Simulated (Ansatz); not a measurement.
# Au wire along [100], 24 atoms a period: bands along the axis, part 2 of 2

Aim: is the Au wire along [100], 24 atoms a period a metal or a semiconductor?

Ansatz 0.2.0; DFT PBE, plane waves, PAW; relaxation of a wire's period; PAW set soft_1 (the session's first sound run).

So far: Starting point; Relaxation of atoms and period.

### 2. Relaxation of atoms and period (continued)

Relaxation path:

```
step  energy less that of the first step (eV)  largest force component (eV/Å)  pressure (GPa)  volume (Å³)
   1                                   0.0000                          0.6955           -2.02      1230.69
   2                                  -0.6362                          0.3518            1.59      1188.22
   3                                  -0.8529                          0.0716           -0.27      1203.75
   4                                  -0.8638                          0.0116           -0.01      1202.43
  5*                                  -0.8602                          0.0115           -0.01      1202.43
```

Relaxation steps marked * repeat the geometry before them on a plane-wave basis chosen anew for their cell, so energy and pressure can jump there.

Forces are held to the 16 operations that the run works with; a distortion that breaks them can't arise in this run.

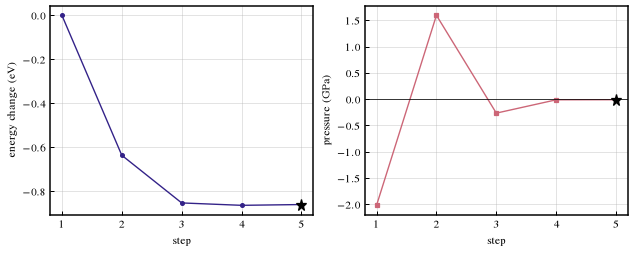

Energy and pressure along the relaxation. Stars mark steps on a basis chosen anew.

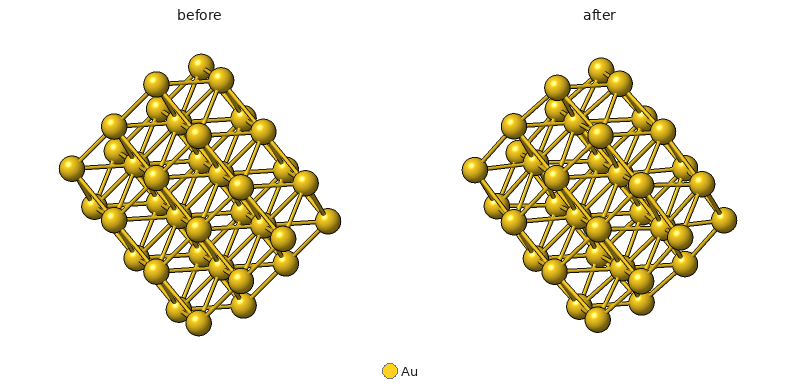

The structure before and after the relaxation, drawn at the same scale.

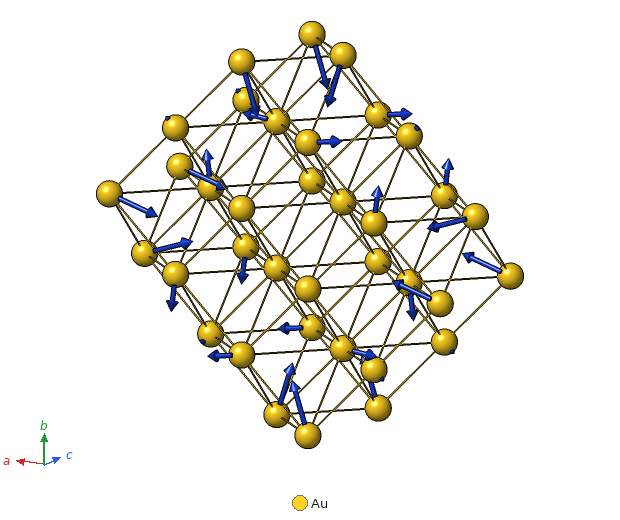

Displacements in the relaxation, exaggerated, measured against the changing cell; the longest in the cell stands for 0.15 Å. Some periodic images of atoms are drawn too.

```
cell as run  before  after  change
      c (Å)   4.160  4.064  -2.3 %
```

The atoms that moved most (Å, along periodic axes as changes of fractional coordinates times the final cell, across vacuum about the mean position):

```csv
atom,dx,dy,dz,length
Au18,0.047,-0.146,0.000,0.154
Au9,-0.047,-0.146,0.000,0.154
Au24,-0.146,0.047,0.000,0.154
Au12,-0.146,-0.047,0.000,0.154
Au1,0.146,0.047,0.000,0.154
Au4,0.047,0.146,0.000,0.154
Au13,0.146,-0.047,0.000,0.154
Au19,-0.047,0.146,0.000,0.154
```

The relaxed structure:

```cif
data_structure
_symmetry_space_group_name_H-M 'P 1'
_symmetry_Int_Tables_number 1
_cell_length_a 17.2000
_cell_length_b 17.2000
_cell_length_c 4.0645
_cell_angle_alpha 90.000
_cell_angle_beta 90.000
_cell_angle_gamma 90.000
_cell_volume 1202.43
loop_
_atom_site_label
_atom_site_type_symbol
_atom_site_fract_x
_atom_site_fract_y
_atom_site_fract_z
_atom_site_occupancy
Au1 Au 0.20616 0.44230 0.00000 1
Au2 Au 0.31799 0.31799 0.00000 1
Au3 Au 0.31790 0.56584 0.00000 1
Au4 Au 0.44230 0.20616 0.00000 1
Au5 Au 0.43975 0.43975 0.00000 1
Au6 Au 0.43416 0.68210 0.00000 1
Au7 Au 0.56584 0.31790 0.00000 1
Au8 Au 0.56025 0.56025 0.00000 1
Au9 Au 0.55770 0.79384 0.00000 1
Au10 Au 0.68210 0.43416 0.00000 1
Au11 Au 0.68201 0.68201 0.00000 1
Au12 Au 0.79384 0.55770 0.00000 1
Au13 Au 0.20616 0.55770 0.50000 1
Au14 Au 0.31790 0.43416 0.50000 1
Au15 Au 0.31799 0.68201 0.50000 1
Au16 Au 0.43416 0.31790 0.50000 1
Au17 Au 0.43975 0.56025 0.50000 1
Au18 Au 0.44230 0.79384 0.50000 1
Au19 Au 0.55770 0.20616 0.50000 1
Au20 Au 0.56025 0.43975 0.50000 1
Au21 Au 0.56584 0.68210 0.50000 1
Au22 Au 0.68201 0.31799 0.50000 1
Au23 Au 0.68210 0.56584 0.50000 1
Au24 Au 0.79384 0.44230 0.50000 1
```

Numbers from this step:

```
energy at zero smearing    : -315619.5364 eV
cell length along the wire : 4.064 Å
```

The cell's length comes to 4.064 Å with spin left out.

### 3. Bands of the perfect wire

This step: DFT PBE, plane waves, PAW; bands of a perfect wire; PAW set soft_1 (Ansatz 0.2.0).

At the relaxed period the bands are computed along the axis; those that cross an energy going forward count the channels that a perfect wire would open there.

File input.yaml:

```yaml
crystal:
  lattice:
    - [17.2, 0.0, 0.0]
    - [0.0, 17.2, 0.0]
    - [0.0, 0.0, 4.0644569437]
  atoms:
    - { symbol: Au, position: [0.206163283, 0.442295766, 0.0] }
    - { symbol: Au, position: [0.317993129, 0.317993129, 0.0] }
    - { symbol: Au, position: [0.317900892, 0.565843987, 0.0] }
    - { symbol: Au, position: [0.442295766, 0.206163283, 0.0] }
    - { symbol: Au, position: [0.43974997, 0.43974997, 0.0] }
    - { symbol: Au, position: [0.434156013, 0.682099108, 0.0] }
    - { symbol: Au, position: [0.565843987, 0.317900892, 0.0] }
    - { symbol: Au, position: [0.56025003, 0.56025003, 0.0] }
    - { symbol: Au, position: [0.557704234, 0.793836717, 0.0] }
    - { symbol: Au, position: [0.682099108, 0.434156013, 0.0] }
    - { symbol: Au, position: [0.682006871, 0.682006871, 0.0] }
    - { symbol: Au, position: [0.793836717, 0.557704234, 0.0] }
    - { symbol: Au, position: [0.206163283, 0.557704234, 0.5] }
    - { symbol: Au, position: [0.317900892, 0.434156013, 0.5] }
    - { symbol: Au, position: [0.317993129, 0.682006871, 0.5] }
    - { symbol: Au, position: [0.434156013, 0.317900892, 0.5] }
    - { symbol: Au, position: [0.43974997, 0.56025003, 0.5] }
    - { symbol: Au, position: [0.442295766, 0.793836717, 0.5] }
    - { symbol: Au, position: [0.557704234, 0.206163283, 0.5] }
    - { symbol: Au, position: [0.56025003, 0.43974997, 0.5] }
    - { symbol: Au, position: [0.565843987, 0.682099108, 0.5] }
    - { symbol: Au, position: [0.682006871, 0.317993129, 0.5] }
    - { symbol: Au, position: [0.682099108, 0.565843987, 0.5] }
    - { symbol: Au, position: [0.793836717, 0.442295766, 0.5] }
kpoints:
  mp_grid: { grid: [1, 1, 20] }
  band_path: { path: ["Γ", Z], npoints: 90 }
scf:
  occupations: { method: fermi_dirac, width: 0.05 }
hamiltonian:
  xc: pbe
  pseudopotentials: { kind: paw, azcp: { folder: soft_1 } }
output:
  dos: { e_range: [-5, 4] }
  write_potential: true
  write_density: true
  volumetric_format: npy
```

On the command line:

```sh
> ansatz run input.yaml --threads 4 --pin off --max-ram 16384MiB --backend cpu --events-out ev --progress --plain --runs-dir out
```

Numbers of over 12 decimals in the logs are rounded to 6 here.

Log:

```text
[...]
Crystal: 24 atoms, lattice volume = 1202.429 Å³
Basis set: ecut = 420 eV, 23549 PW (Γ)
Bands: 274, of which v1, the nominal top of the filled ones, is band 228 counted from 1 (227 counted from 0)
Symmetry: 16 space group operations
[...]
k-points: 11 of 20
[...]
SCF iter   1: F=—  HF=-315624.579736 eV  |F-HF|=—  |Δ(HF+E_count)|=         —  Δρ=3.54e-2  dr2=1.87e1  ethr=3.10e-3  ⟨swp⟩=6.3  Hψ=11393  notcnv=0  defer=197
[...]
SCF iter  10: F=-315619.567720 eV  HF=-315619.567720 eV  |F-HF|=1.01e-8  |Δ(HF+E_count)|=   9.22e-8  Δρ=8.70e-7  dr2=8.79e-9  ethr=2.19e-11  ⟨swp⟩=4.7  Hψ=6956  notcnv=0
SCF 1 converged in 10 iterations: F = -315619.567720 eV  dr2 = 8.79e-9
[...]
NSCF: frozen V_eff on 91 k-points
WARN: pass on a band path, mesh or list of k-points: the 91 k-points are solved 48 at a time at the most, because the 14.40 GiB of host memory that the pass is priced against does not hold them all with the solver's workspace as planned. The pass can take longer, above all where fewer k-points are solved at a time than the run has threads. As a rule a larger memory budget leaves room for more at once. The budget is what a run with no `--max-ram-frac` typed is planned for, 0.8 of the host's memory or its container's limit. More memory there lifts it, and so does a share over 0.88 that is typed (of such a share the budget is ten elevenths): [rest of the remark cut]
WARN: The output density's exchange-correlation potential varies sharply where the density is thin. Do not read a vacuum level from v_tot or v_xc, or from such a field of the output density. On a cell that repeats whose density bears no net charge and no dipole along the vacuum's axis use v_es (v_loc + v_h of the components); under efield.dipole_correction with no amplitude use v_es + v_field, which holds any externa [...]
SCF converged after 10 iterations
Free energy (F): -315619.567720 eV
[...]
Internal energy: -315619.505576 eV  (E = F + TS)
E sigma→0 (E₀):  -315619.536648 eV
Entropy (-TS):   -0.062144 eV (-2.589 meV/atom)
Fermi energy:    3.659497 eV
[...]
--- Band table (eV; the first three rows and the last of 11) ---
  k-point 0: bands = [... 224 lower, 2.4152, 2.7066, 2.7066, 3.1513, 3.5085, 4.2709, 4.3520, 4.4698, ... 42 higher]
  k-point 1: bands = [... 224 lower, 2.4677, 2.7242, 2.7242, 3.1699, 3.5508, 4.2912, 4.3794, 4.5147, ... 42 higher]
  k-point 2: bands = [... 224 lower, 2.6167, 2.7713, 2.7713, 3.2276, 3.6668, 4.3454, 4.4588, 4.6403, ... 42 higher]
  k-point 10: bands = [... 224 lower, 2.9981, 2.9981, 3.2741, 3.2741, 3.9214, 3.9214, 4.2170, 4.2170, ... 42 higher]
```

Elapsed: 5.5 min, on 4 threads of Intel Xeon Platinum 8488C (Sapphire Rapids), shared host; peak memory 9.5 GiB.

In the SCF lines HF is the Harris–Foulkes energy and dr2 the Hartree energy of the density residual, in eV; the loop may stop once dr2 is under the threshold and the program's other checks hold. Hψ counts applications of the Hamiltonian.

Numbers from this step:

```
energy at zero smearing : -315619.5366 eV
band gap                : 0 eV
```

Electronic bands along the path, in eV, zero at the Fermi level; # counts the bands kept:

```
point    #59    #60    #61    #62    #63   #64   #65   #66
    Γ  -1.24  -0.95  -0.95  -0.51  -0.15  0.61  0.69  0.81
    Z  -0.66  -0.66  -0.39  -0.39   0.26  0.26  0.56  0.56
```

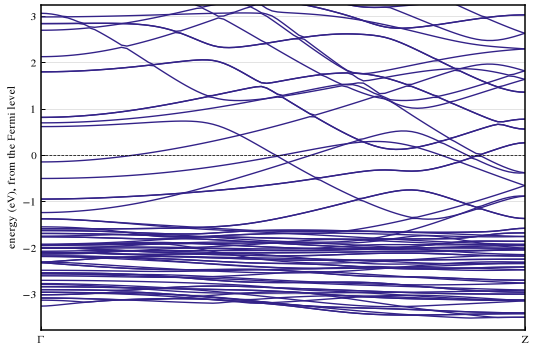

Electronic bands along the path.

Between Γ and Z the bands cross the Fermi level 7 times, so a perfect wire would conduct at least 7 G₀, with spin left out.

### 4. Summary of results

```json
{"cell length, PBE": "4.064 Å", "ballistic conductance by band crossings, a lower bound, PBE": "7 G₀"}
```

In words: Under PBE the cell's length is 4.06 Å, and the bands cross the Fermi level 7 times between Γ and Z, which gives a perfect wire at least 7 G₀ (opposite crossings within one step of the path cancel in such a count). Spin-orbit coupling is left out, which matters for the bands of heavy atoms.

[Logs are printed without paths, hosts, clocks, repeated set-up lines and the standing remarks that a program may print on its own settings, such as how far it seeks lower states.]

[Hosts, paths, dates, database ids (printed as entryN), source tags and the programs' standing remarks are cut or masked in the printed files.]
